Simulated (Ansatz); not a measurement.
# CH6OSi: the cost of one run

Method: PBE-D4/def2-SVP; program: Ansatz 0.2.0, Gaussian basis.

## 1. Starting geometry

The start, a first-order saddle point found at PBE0-D4 in triple zeta: 9 atoms, charge 0, spin multiplicity 1.

Atoms are counted from 1 here; the program's logs count them from 0.

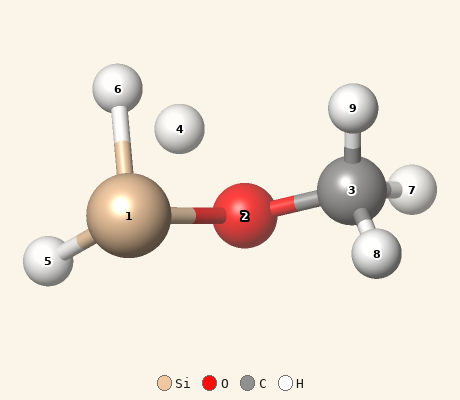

As it starts; silicon light orange, oxygen red, carbon grey, hydrogen white; atoms are numbered from 1 in the order of the file.

Coordinates:

```xyz
9
charge 0, multiplicity 1
Si   -0.6888   -0.7553    1.2762
O    -0.0715   -0.4218   -0.4467
C     1.0903    0.3823   -0.5298
H    -1.1116    0.2572   -0.0744
H    -1.7171   -1.7374    0.7438
H    -1.7026    0.4970    0.6990
H     1.3293    0.5389   -1.5829
H     1.9285   -0.1186   -0.0360
H     0.9435    1.3576   -0.0493
```

## 2. The run

md/in.yaml reads:

```yaml
crystal:
  periodic: [false, false, false]
  atoms:
    - {symbol: Si, position_ang: [-0.688777, -0.755270, 1.276214]}
    - {symbol: O, position_ang: [-0.071481, -0.421826, -0.446732]}
    - {symbol: C, position_ang: [1.090280, 0.382305, -0.529786]}
    - {symbol: H, position_ang: [-1.111591, 0.257191, -0.074423]}
    - {symbol: H, position_ang: [-1.717103, -1.737362, 0.743847]}
    - {symbol: H, position_ang: [-1.702575, 0.497014, 0.698996]}
    - {symbol: H, position_ang: [1.329346, 0.538908, -1.582895]}
    - {symbol: H, position_ang: [1.928537, -0.118577, -0.035953]}
    - {symbol: H, position_ang: [0.943462, 1.357617, -0.049269]}
basis:
  gaussian: {orbitals: def2-SVP}
hamiltonian: {xc: pbe, dispersion: d4}
md: {n_steps: 60, timestep: 0.75, temperature: 200, ensemble: nve, seed: 636, initial_velocities: maxwell_boltzmann}
```

The run is started by

```console
$ ansatz run in.yaml --threads 2 --pin off --events-out ev --progress --plain --max-ram 4352MiB
```

**Question.** How long does this run take on 2 threads of Arm Neoverse V1, shared host?

About 59 s.
